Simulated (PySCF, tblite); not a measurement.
# C2H8ClNOSi2: dynamics, then NMR shifts on frames, part 2 of 2

tblite 0.8.0 and PySCF 2.14.0. Atoms count from 0. The steps go on from the part before.

## (5) Nuclear shieldings: 625 fs, PBE0/pcSseg-1

The job: settings as JSON, then the geometry in Å.

```
{"job": {"kind": "nmr", "xc": "PBE0", "basis": "pcSseg-1", "pop": false}, "charge": 0, "multiplicity": 1}
C      1.884700     1.698200     0.052000
C      0.522700     1.033300     0.124300
O     -0.228100     1.064100     1.059100
N      0.183200     0.258400    -0.900000
Si    -1.400000    -0.515900    -1.180300
Si    -2.394100     0.153700     0.855000
Cl    -4.299500    -0.499900     0.737200
H      2.191700     2.081000    -0.972700
H      2.655200     1.150800     0.472200
H      1.883000     2.561100     0.706200
H      0.782300     0.232100    -1.703600
H     -1.878400    -0.041600    -2.574000
H     -0.982600    -1.901000    -1.615700
H     -1.871300    -0.644400     1.924900
H     -2.595600     1.613100     0.892900
```

Method: GIAO PBE0/pcSseg-1 NMR shielding, non-relativistic, gas phase.

The log of the run:

```text
coarse grid: 14152 points
cycle   1  E = -1249.3884903858  dE =  9.090e-01  |g| = 7.996e-01  |ddm| = 3.504e+00
cycle   2  E = -1249.0803702380  dE =  3.081e-01  |g| = 1.494e+00  |ddm| = 1.956e+00
cycle   3  E = -1249.5033342245  dE = -4.230e-01  |g| = 2.369e-01  |ddm| = 1.493e+00
cycle   4  E = -1249.5144810609  dE = -1.115e-02  |g| = 6.291e-02  |ddm| = 2.243e-01
cycle   5  E = -1249.5151733540  dE = -6.923e-04  |g| = 2.265e-02  |ddm| = 5.464e-02
cycle   6  E = -1249.5152853786  dE = -1.120e-04  |g| = 3.791e-03  |ddm| = 2.197e-02
cycle   7  E = -1249.5152882859  dE = -2.907e-06  |g| = 9.198e-04  |ddm| = 3.682e-03
final grid: 123192 points
cycle   8  E = -1249.5614179554  dE = -1.536e-05  |g| = 1.177e-02  |ddm| = 2.068e-02
cycle   9  E = -1249.5613514210  dE =  6.653e-05  |g| = 2.212e-02  |ddm| = 2.215e-02
cycle  10  E = -1249.5614429922  dE = -9.157e-05  |g| = 1.785e-03  |ddm| = 1.610e-02
cycle  11  E = -1249.5614436611  dE = -6.689e-07  |g| = 2.833e-04  |ddm| = 1.750e-03
cycle  12  E = -1249.5614436792  dE = -1.818e-08  |g| = 4.752e-05  |ddm| = 2.700e-04
cycle  13  E = -1249.5614436797  dE = -4.352e-10  |g| = 1.999e-05  |ddm| = 7.175e-05
converged SCF energy = -1249.5614436797

GIAO shielding tensors (ppm)
atom      isotropic    diamagn.    paramagn.     s11        s22        s33       span
  0 C      165.834     246.862     -81.028    141.887    156.895    198.719     56.832
  1 C       15.154     250.131    -234.977    -54.704     -0.043    100.211    154.915
  2 O      -43.050     405.315    -448.365   -282.413   -145.647    298.912    581.325
  3 N      141.358     330.883    -189.525     56.769    169.219    198.087    141.318
  4 Si     413.571     880.219    -466.647    347.401    419.150    474.163    126.761
  5 Si     424.078     874.901    -450.823    403.475    423.204    445.554     42.079
  6 Cl     945.220    1146.276    -201.056    913.350    936.224    986.087     72.737
  7 H       29.062      27.132       1.930     24.786     28.008     34.391      9.605
  8 H       30.701      30.137       0.565     27.548     28.194     36.361      8.813
  9 H       30.163      27.407       2.756     26.014     28.609     35.866      9.852
 10 H       27.571      35.660      -8.089     20.605     29.859     32.249     11.644
 11 H       26.052      27.969      -1.917     22.639     24.676     30.842      8.204
 12 H       26.383      29.180      -2.797     22.726     25.093     31.330      8.605
 13 H       26.169      29.237      -3.067     20.895     26.973     30.639      9.744
 14 H       25.733      28.036      -2.304     19.961     27.044     30.194     10.233
```

Run time: 22 s. Hardware: 1 thread of Intel Xeon at 2.60GHz, shared host; peak memory 0.83 GiB.

This run: δ C1 171.8, C0 21.1, O2 379.1, N3 126.4, H14 5.98, H11 5.66 ppm.

## (6) Nuclear shieldings: 800 fs, PBE0/pcSseg-1

The job: settings as JSON, then the geometry in Å.

```
{"job": {"kind": "nmr", "xc": "PBE0", "basis": "pcSseg-1", "pop": false}, "charge": 0, "multiplicity": 1}
C      2.093900     1.098300     0.899700
C      0.645900     0.744600     0.465600
O     -0.250600     0.683100     1.272000
N      0.428500     0.562500    -0.818400
Si    -1.260400     0.317700    -1.435600
Si    -2.260300    -0.206200     0.612900
Cl    -4.095100    -1.166500     0.328500
H      2.155900     1.263700     1.978100
H      2.531100     1.865300     0.286400
H      2.614800     0.154100     0.755800
H      1.109200     0.787800    -1.491300
H     -1.463500     1.608700    -2.162400
H     -1.115300    -0.619400    -2.536000
H     -1.577200    -1.294000     1.228900
H     -2.724800     0.977600     1.397400
```

With the program's defaults for keys left out, this is: GIAO PBE0/pcSseg-1 NMR shielding, non-relativistic, gas phase.

The log of the run:

```text
coarse grid: 14152 points
cycle   1  E = -1249.3962165674  dE =  8.561e-01  |g| = 7.952e-01  |ddm| = 3.479e+00
cycle   2  E = -1249.0889741443  dE =  3.072e-01  |g| = 1.491e+00  |ddm| = 1.974e+00
cycle   3  E = -1249.5117233203  dE = -4.227e-01  |g| = 2.394e-01  |ddm| = 1.472e+00
cycle   4  E = -1249.5231493589  dE = -1.143e-02  |g| = 6.104e-02  |ddm| = 2.301e-01
cycle   5  E = -1249.5238216734  dE = -6.723e-04  |g| = 2.048e-02  |ddm| = 5.213e-02
cycle   6  E = -1249.5239132721  dE = -9.160e-05  |g| = 3.950e-03  |ddm| = 2.076e-02
cycle   7  E = -1249.5239164130  dE = -3.141e-06  |g| = 9.318e-04  |ddm| = 3.897e-03
final grid: 123192 points
cycle   8  E = -1249.5706677165  dE = -1.716e-05  |g| = 1.136e-02  |ddm| = 2.065e-02
cycle   9  E = -1249.5706072045  dE =  6.051e-05  |g| = 2.115e-02  |ddm| = 2.154e-02
cycle  10  E = -1249.5706908040  dE = -8.360e-05  |g| = 1.881e-03  |ddm| = 1.569e-02
cycle  11  E = -1249.5706915463  dE = -7.422e-07  |g| = 2.752e-04  |ddm| = 1.793e-03
cycle  12  E = -1249.5706915637  dE = -1.744e-08  |g| = 4.252e-05  |ddm| = 2.478e-04
cycle  13  E = -1249.5706915641  dE = -3.740e-10  |g| = 1.642e-05  |ddm| = 6.313e-05
converged SCF energy = -1249.5706915641

GIAO shielding tensors (ppm)
atom      isotropic    diamagn.    paramagn.     s11        s22        s33       span
  0 C      160.586     251.177     -90.592    133.279    153.201    195.277     61.998
  1 C       12.930     249.890    -236.960    -53.630     -7.468     99.888    153.517
  2 O      -45.114     406.178    -451.292   -284.791   -118.529    267.978    552.770
  3 N      153.001     331.305    -178.304     66.516    177.711    214.777    148.261
  4 Si     406.142     880.249    -474.107    370.507    392.079    455.840     85.333
  5 Si     426.740     874.557    -447.817    400.164    420.777    459.278     59.114
  6 Cl     920.540    1146.523    -225.983    869.128    898.777    993.714    124.585
  7 H       29.596      28.409       1.188     25.404     28.077     35.307      9.903
  8 H       30.003      29.208       0.795     26.064     29.017     34.929      8.865
  9 H       29.752      29.941      -0.189     26.359     28.801     34.097      7.737
 10 H       27.975      36.089      -8.114     21.450     29.252     33.223     11.773
 11 H       26.715      28.556      -1.841     22.461     25.415     32.268      9.808
 12 H       27.208      29.620      -2.412     23.828     25.722     32.075      8.247
 13 H       26.431      29.992      -3.560     20.095     28.176     31.023     10.928
 14 H       25.461      27.583      -2.123     19.995     26.435     29.952      9.957
```

Wall time 23 s (1 thread of Intel Xeon at 2.60GHz, shared host); peak memory 0.84 GiB.

In short: δ C1 174.0, C0 26.3, O2 381.2, N3 114.7, H14 6.26, H13 5.29 ppm.

## (7) NMR shieldings: 1000 fs, PBE0/pcSseg-1

The job: settings as JSON, then the geometry in Å.

```
{"job": {"kind": "nmr", "xc": "PBE0", "basis": "pcSseg-1", "pop": false}, "charge": 0, "multiplicity": 1}
C      2.164100     1.550100     0.956900
C      0.918400     0.805900     0.579600
O      0.551900    -0.181000     1.183900
N      0.328800     1.276100    -0.517800
Si    -1.142600     0.559700    -1.061100
Si    -2.035200    -0.723100     0.567200
Cl    -3.904800    -1.037600    -0.074400
H      2.464800     1.350700     1.942500
H      1.945000     2.600800     0.860300
H      2.923200     1.246300     0.243500
H      0.683200     2.190300    -0.896000
H     -2.028900     1.647200    -1.566800
H     -0.723300    -0.302700    -2.130200
H     -1.490700    -2.082300     0.736400
H     -2.178800    -0.157400     1.911600
```

Method: GIAO PBE0/pcSseg-1 NMR shielding, non-relativistic, gas phase.

The log of the run:

```text
coarse grid: 14152 points
cycle   1  E = -1249.3869731164  dE =  9.925e-01  |g| = 8.221e-01  |ddm| = 3.505e+00
cycle   2  E = -1248.9656641115  dE =  4.213e-01  |g| = 1.663e+00  |ddm| = 2.321e+00
cycle   3  E = -1249.5123753660  dE = -5.467e-01  |g| = 2.417e-01  |ddm| = 1.818e+00
cycle   4  E = -1249.5236876708  dE = -1.131e-02  |g| = 7.410e-02  |ddm| = 2.301e-01
cycle   5  E = -1249.5246899433  dE = -1.002e-03  |g| = 2.289e-02  |ddm| = 6.335e-02
cycle   6  E = -1249.5248026161  dE = -1.127e-04  |g| = 4.676e-03  |ddm| = 2.237e-02
cycle   7  E = -1249.5248071545  dE = -4.538e-06  |g| = 1.080e-03  |ddm| = 4.427e-03
final grid: 123192 points
cycle   8  E = -1249.5707958139  dE = -1.723e-05  |g| = 1.219e-02  |ddm| = 2.015e-02
cycle   9  E = -1249.5707196693  dE =  7.614e-05  |g| = 2.343e-02  |ddm| = 2.462e-02
cycle  10  E = -1249.5708228432  dE = -1.032e-04  |g| = 1.968e-03  |ddm| = 1.782e-02
cycle  11  E = -1249.5708236426  dE = -7.994e-07  |g| = 2.513e-04  |ddm| = 1.823e-03
cycle  12  E = -1249.5708236566  dE = -1.397e-08  |g| = 4.290e-05  |ddm| = 2.558e-04
cycle  13  E = -1249.5708236569  dE = -3.261e-10  |g| = 1.903e-05  |ddm| = 6.674e-05
converged SCF energy = -1249.5708236569

GIAO shielding tensors (ppm)
atom      isotropic    diamagn.    paramagn.     s11        s22        s33       span
  0 C      162.224     251.285     -89.061    135.172    156.118    195.381     60.209
  1 C        9.903     248.018    -238.115    -71.453     -1.448    102.609    174.061
  2 O      -73.167     405.521    -478.688   -373.718   -168.554    322.771    696.489
  3 N      151.252     331.687    -180.435     64.749    158.774    230.233    165.484
  4 Si     417.869     882.333    -464.464    392.650    398.151    462.805     70.155
  5 Si     404.062     877.428    -473.366    375.263    386.691    450.231     74.968
  6 Cl    1013.649    1147.237    -133.588    955.488   1038.941   1046.517     91.029
  7 H       30.849      29.407       1.442     26.684     29.155     36.707     10.022
  8 H       30.450      29.529       0.921     26.298     30.741     34.312      8.015
  9 H       29.597      28.783       0.814     26.222     28.346     34.222      7.999
 10 H       26.191      32.383      -6.192     19.632     28.164     30.778     11.146
 11 H       27.062      29.233      -2.171     23.355     26.473     31.359      8.004
 12 H       27.467      30.789      -3.322     22.897     26.478     33.025     10.128
 13 H       25.994      28.802      -2.808     21.061     25.896     31.025      9.964
 14 H       26.364      28.794      -2.430     21.439     26.796     30.857      9.418
```

Wall time 22 s (1 thread of Intel Xeon at 2.60GHz, shared host); peak memory 0.83 GiB.

This run: δ C1 177.0, C0 24.7, O2 409.2, N3 116.5, H13 5.72, H10 5.53 ppm.

## (8) Side by side: NMR shifts

Shifts (ppm) of some atoms, chosen among heavy atoms and hydrogens apart, with basis size and wall time:

```csv
frame,H8,H7,O2,N3,Si5,Si4,Cl6,functions,time
250 fs,2.97,2.04,382.8,130.6,-67.0,-71.6,15,180,23 s
425 fs,1.40,2.08,369.5,116.2,-59.0,-53.6,-3,180,22 s
625 fs,1.02,2.66,379.1,126.4,-74.9,-64.4,5,180,22 s
800 fs,1.71,2.12,381.2,114.7,-77.6,-57.0,29,180,23 s
1000 fs,1.27,0.87,409.2,116.5,-54.9,-68.7,-64,180,22 s
```

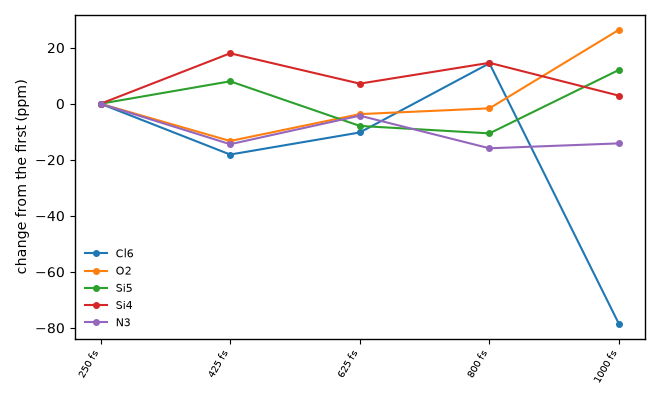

How five of the tabulated atoms move from run to run.

## (9) What came out

The summary covers parts 1 to 2.

```
                                       quantity                                               value
                                     thermostat                                               300 K
                  mean temperature, second half                                               309 K
        mean potential energy above the minimum                                             0.45 eV
 13C shifts against TMS (PBE0/pcSseg-1, 250 fs)                                     183.4, 30.8 ppm
  1H shifts against TMS (PBE0/pcSseg-1, 250 fs)  5.81, 5.69, 5.46, 5.18, 4.79, 2.97, 2.04, 1.60 ppm
 17O shifts against H2O (PBE0/pcSseg-1, 250 fs)                                           382.8 ppm
 15N shifts against NH3 (PBE0/pcSseg-1, 250 fs)                                           130.6 ppm
29Si shifts against TMS (PBE0/pcSseg-1, 250 fs)                                    -67.0, -71.6 ppm
35Cl shifts against HCl (PBE0/pcSseg-1, 250 fs)                                              15 ppm
                      range of the shift of Cl6                                       -64 to 29 ppm
```

In words: In the second half the potential energy averages 0.45 eV above the minimum; equipartition over 39 harmonic modes at 300 K would give 0.50 eV. With 15 atoms the temperature swings widely (145 to 431 K). Shifts at one fixed geometry are not the observed spectrum, which averages over the motion. In the first frame run (250 fs): The widest tensor belongs to O2: span 603 ppm, with a paramagnetic part of -452 ppm. Across the 5 runs the shift of Cl6 moves most, between -64 (1000 fs) and 29 ppm (800 fs).
